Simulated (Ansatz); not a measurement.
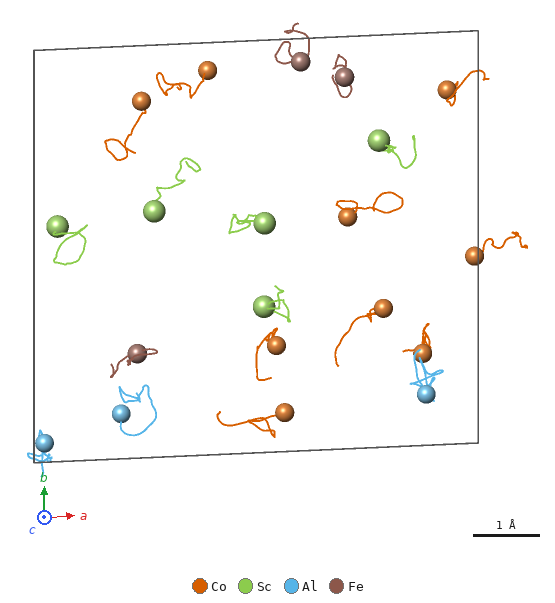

Molecular dynamics of an amorphous cell of composition Sc5Al3Fe3Co9 (20 atoms in the cell), 279 fs long. Lines trace each atom's path, in the colour of its element; spheres stand at the starting positions. Seen along the c axis in the simulation cell.

Computed with DFT PBE, scalar-relativistic, plane waves, PAW in Ansatz. Settings: plane-wave cutoff 420 eV; k-point mesh 1 × 1 × 1; Fermi-Dirac smearing 0.208 eV; volume 0.96 times that of the relaxed crystal; set temperature 2410 K; time step 3 fs.

Q: How do the atoms move?

A: In the second half of the run the atoms are, in the root-mean-square, this far from where they began (common drift taken out): Co 0.65 Å, Sc 0.58 Å, Fe 0.50 Å, Al 0.37 Å. Against the typical shortest distance between atoms in the first frame, about 2.3 Å these are large excursions, but over 279 fs one can't yet tell strong vibration from the start of diffusion. Over the second half the temperature averages 2431 K (spread ±437 K). The potential energy is still drifting at the end, so the run hasn't reached equilibrium. The potential energy in the second half lies on average 110 meV per atom above the first frame. The mean pressure there is 3.8 GPa.

Limits of the set-up: the k-point mesh is coarse for a cell with partly filled bands; the periodic images lie only 6.3 Å apart, so the values are limited by the cell's size.

The run took 4.8 min on 2 threads of Arm Neoverse V2, with other jobs on the host, peak memory 0.64 GiB.
